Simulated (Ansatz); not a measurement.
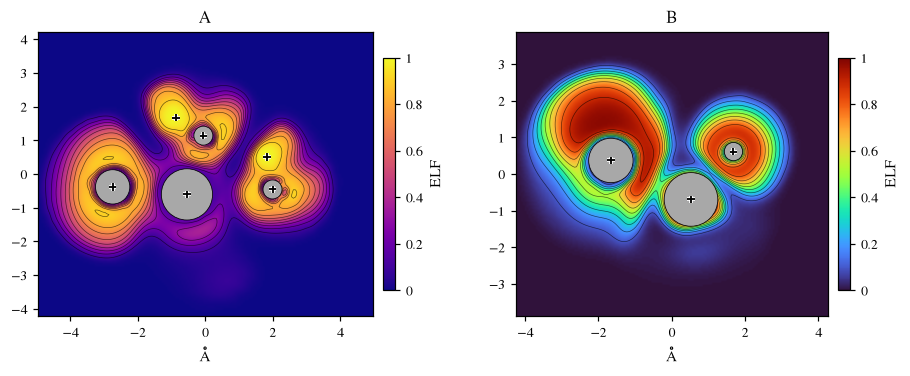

The electron localisation function of 2 systems, each on a plane through atoms (crosses mark nuclei in the plane; grey discs cover the cores).

Method: RKS PBE/def2-SVP in Ansatz.

System 1: Cl$_{2}$GeH$_{3}$OP···H$_{2}$O, the plane of atoms O4, Ge1 and Cl6. 

```xyz
11

Ge    0.1045    0.7088   -0.0517
O     0.4809   -0.0252    2.3534
H     0.9850   -0.7638    1.9450
O     1.2677   -0.6777   -0.0368
H     1.4169   -0.9547   -0.9633
Cl   -0.0140    1.0795   -2.2332
Cl   -1.9252   -0.0221    0.4000
P     0.6539    2.7025    1.0146
H     1.9802    2.2023    1.2656
H     1.0410    3.3151   -0.2326
H    -0.4202   -0.3948    2.4580
```

System 2: ClF$_{2}$H$_{2}$PTi···HF, the plane of atoms F5, Ti1 and P6. 

```xyz
9

Ti    0.1585    0.5781   -0.3578
F     0.8660   -0.3004    2.4467
F     1.4942   -0.4913   -0.6866
Cl   -0.5188    1.5634   -2.1960
F    -1.2027   -0.2050    0.4055
P     0.8262    2.3587    1.1568
H     2.2191    2.0342    0.9667
H     0.8184    3.3989    0.1569
H     0.1689    0.2928    2.6277
```

**Match each panel to its system.**

Panel A is system 1, Cl$_{2}$GeH$_{3}$OP···H$_{2}$O: the plane holds Ge, O, H and Cl. Ge1···O2 (2.54 Å): the ELF is about 0.15 at the midpoint. Panel B is system 2, ClF$_{2}$H$_{2}$PTi···HF: the plane holds Ti, F and P. Ti–F (1.75 Å): the ELF peaks at about 0.80 in the valence shell of F, 0.5 Å from its nucleus, and drops to about 0.20 between the two atoms.
